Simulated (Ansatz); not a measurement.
# [GeH3]− (SMILES [H][Ge-]([H])[H]): SVWN5/STO-3G

Aim: the energy change on altering one bond length of [GeH3]− at SVWN5/STO-3G, from 2 runs. 

Program for the calculation: Ansatz 0.2.0.

5 further runs of the same task are left out: 4 that didn't finish, 1 set aside as unsound or not needed.

### 1 Starting point

[GeH3]−: 4 atoms, total charge -1, spin state singlet. As SMILES, `[H][Ge-]([H])[H]`. The shape comes from GFN2-xTB, which is rough for such elements, and wasn't checked as a minimum.

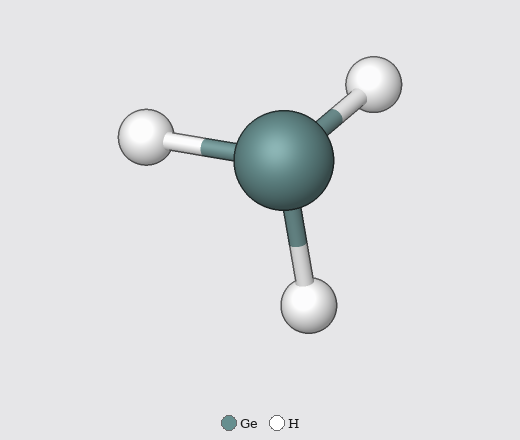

The structure, seen from a chosen angle (germanium teal, hydrogen white).

### 2 A single-point energy at SVWN5/STO-3G

Contents of input.yaml:

```yaml
crystal:
  periodic: [false, false, false]
  atoms:
    - {symbol: Ge, position_ang: [-0.007520, 0.005800, 0.768010]}
    - {symbol: H, position_ang: [1.421950, -0.031460, -0.244430]}
    - {symbol: H, position_ang: [-0.677460, 1.249470, -0.271720]}
    - {symbol: H, position_ang: [-0.736970, -1.223820, -0.251850]}
basis:
  gaussian: {orbitals: STO-3G}
accuracy: high
magnetization: {spin_polarized: false, initial_magnetization: 0}
total_charge: -1
hamiltonian: {xc: {name: SVWN5}}
```

On the command line:

```bash
ansatz run input.yaml --threads 1 --pin off --max-ram 2610MiB --events-out events.jsonl --progress --plain --runs-dir runs
```

Log:

```text
Warning: RAYON_NUM_THREADS=1 ignored (pool sized by the plan → 1); use --threads N
Functional definition: SVWN5
  name "SVWN5"
  exchange = slater_x
  correlation = vwn5_c
256 factors; integrals over basis functions are off by at most 1.4e-8 eV
mean field evaluation 1: about -55659.6730 eV, gradient 1.6e2 eV
mean field evaluation 2: about -55766.2301 eV, gradient 6.8e1 eV
mean field evaluation 4: about -55814.4922 eV, gradient 2.2e1 eV
mean field evaluation 8: about -55816.2843 eV, gradient 1.0e-1 eV
mean field evaluation 16: about -55816.2371 eV, gradient 8.5e-6 eV
mean field -55816.23710777 eV, -2051.2088801063 hartree, gradient 2.9e-9 eV, S^2 0.000000; 0 other end points of the search recorded, 0 dependent functions left out
reference -55816.23710940 eV, -2051.2088801661 hartree; 18, 18 occupied and 3, 3 virtual orbitals, 256 factors
Total energy: -55816.23710940 eV, -2051.2088801661 hartree
```

It took 0.56 s on 1 thread of Arm Neoverse V1, shared host.

### 3 The distorted shape

Contents of job.yaml:

```yaml
crystal:
  periodic: [false, false, false]
  atoms:
    - {symbol: Ge, position_ang: [0.174831, 0.313185, 1.022959]}
    - {symbol: H, position_ang: [1.604301, 0.275925, 0.010519]}
    - {symbol: H, position_ang: [-0.495109, 1.556855, -0.016771]}
    - {symbol: H, position_ang: [-0.736970, -1.223820, -0.251850]}
basis:
  gaussian:
    orbitals: STO-3G
accuracy: high
hamiltonian:
  xc: {name: SVWN5}
total_charge: -1
```

On the command line:

```bash
ansatz run job.yaml --threads 1 --pin off --max-ram 2610MiB --events-out events.jsonl --progress --plain --runs-dir runs
```

Log:

```text
Warning: RAYON_NUM_THREADS=1 ignored (pool sized by the plan → 1); use --threads N
[... 4 set-up lines as earlier in the session ...]
255 factors; integrals over basis functions are off by at most 1.9e-8 eV
mean field evaluation 1: about -55491.8551 eV, gradient 2.8e2 eV
mean field evaluation 2: about -55751.6506 eV, gradient 5.6e1 eV
mean field evaluation 4: about -55777.4651 eV, gradient 6.7e1 eV
mean field evaluation 8: about -55814.5473 eV, gradient 4.3e0 eV
mean field evaluation 16: about -55814.5958 eV, gradient 5.8e-3 eV
mean field -55814.59575465 eV, -2051.1485614915 hartree, gradient 6.6e-9 eV, S^2 0.000000; 0 other end points of the search recorded, 0 dependent functions left out
reference -55814.59575632 eV, -2051.1485615530 hartree; 18, 18 occupied and 3, 3 virtual orbitals, 255 factors
Total energy: -55814.59575632 eV, -2051.1485615530 hartree
```

It took 0.56 s on 1 thread of Arm Neoverse V1, shared host.

### 4 Outcome

Level: SVWN5/STO-3G.

| quantity | value |
| --- | --- |
| first shape: total energy | -2051.20888 Eh |
| distorted shape: total energy | -2051.14856 Eh |
| energy change with the Ge1–H4 bond stretched from 1.756 to 2.195 Å | 1.641 eV |

**Reading.** With the Ge1–H4 bond stretched from 1.756 to 2.195 Å the energy rises by 1.64 eV (158 kJ/mol). The first shape isn't relaxed at this level, so the change isn't measured from a minimum. The minimal basis adds a large error of its own.
